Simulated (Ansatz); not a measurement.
**Sr2C: density, localisation and related maps**

Input file:

```
crystal:
  lattice:
    - [0.0, 3.3601424532, 3.3601424532]
    - [3.2401853676, 0.0, 3.3601424532]
    - [3.2401853676, 3.3601424532, 0.0]
  atoms:
    - { symbol: C, position: [0.0, 0.0, 0.0] }
    - { symbol: Sr, position: [0.25, 0.25, 0.25] }
    - { symbol: Sr, position: [0.75, 0.75, 0.75] }
kpoints:
  mp_grid: { grid: [6, 6, 6] }
  band_path:
    path:
      - [0.0, 0.0, 0.0]
      - [0.5, 0.0, 0.5]
      - [0.625, 0.25, 0.625]
      - [0.375, 0.375, 0.75]
      - [0.5, 0.5, 0.5]
      - [0.5, 0.25, 0.75]
    npoints: 1
hamiltonian:
  xc: pbe
scf:
  occupations: { method: fermi_dirac, width: 0.02 }
  n_extra_bands: 4
output:
  forces: true
  stress: true
  eigenvalues: true
  write_density: true
  write_potential: true
  elf: true
  volumetric_format: npy
```

Launched as:

```sh
ansatz run input.yaml --threads 4 --pin off --max-ram 3686MiB --backend cpu --events-out ev --progress --plain --runs-dir out
```

Below, planes, directions and counts refer to the conventional cell (a = 4.75 Å, b = 4.75 Å, c = 6.48 Å, α = 90.00°, β = 90.00°, γ = 90.00°).

Space group I4/mmm; started from the antifluorite prototype, which need not be the ambient phase; changed on purpose from its base cell (uniaxial x strain -3.6%).

The calculation used DFT, PBE, plane waves, PAW in Ansatz.

Core electrons are frozen (PAW), and the valence fields are smoothed inside the atomic spheres.

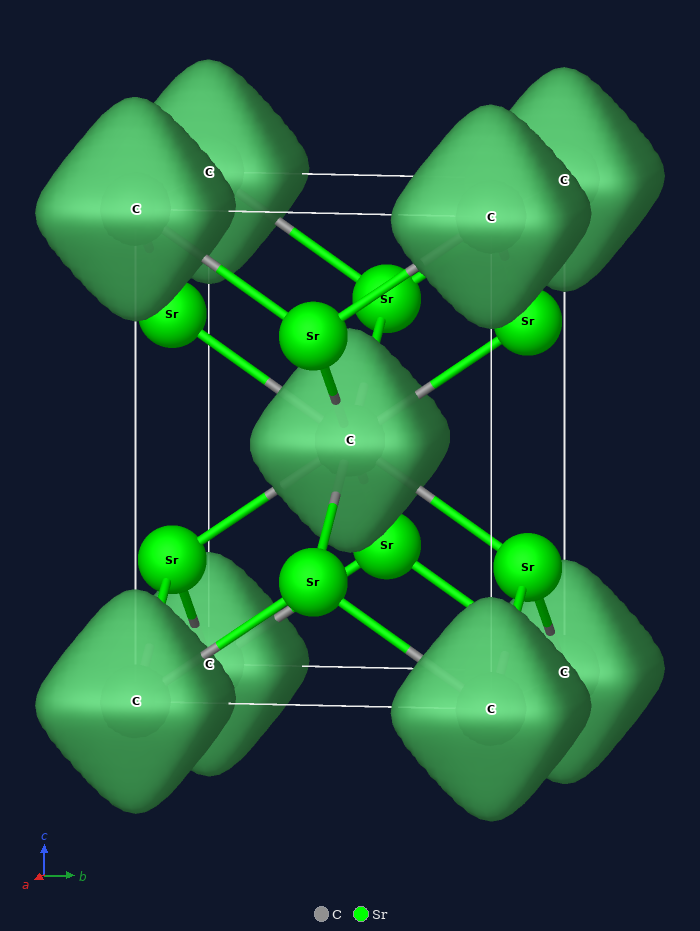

Figure 1. Isosurface of the electron localisation function at 0.65 (green), seen slightly off an axis. Core shells and regions of very low density are left out. Sticks mark near contacts.

Where are the electrons localised?

At this value the surface marks out two regions wrapped around C (the valence shell of each), counted in one cell of 6 atoms. Any copies at cell faces, edges or corners count once.


Sr–C (2.88 Å): the ELF peaks at about 0.80 in the valence shell of C, 0.8 Å from its nucleus, and drops to about 0.10 between the two atoms; no localised pair shows between them.

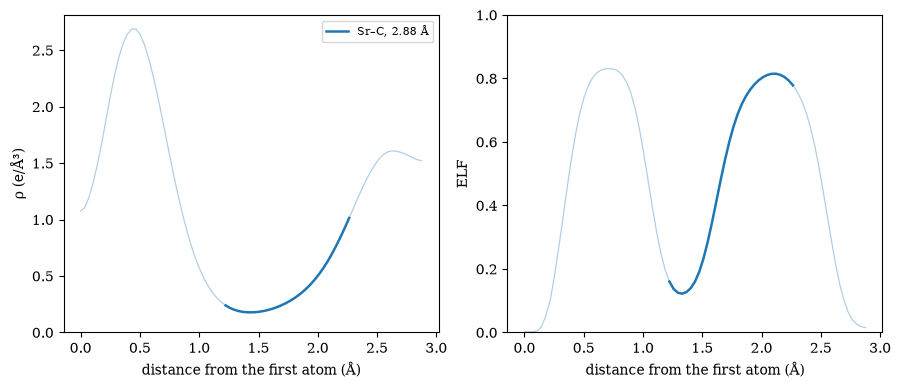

Figure 2. Valence charge density (pseudo) and ELF along straight lines between neighbouring atoms. Thin, pale parts lie inside the atomic spheres.

What can be read from the curves?

Sr–C (2.88 Å): ρ at the midpoint is about 0.18 e/Å³; the ELF peaks at about 0.80 in the valence shell of C, 0.8 Å from its nucleus, and drops to about 0.10 between the two atoms: no shared electron pair shows on this line.
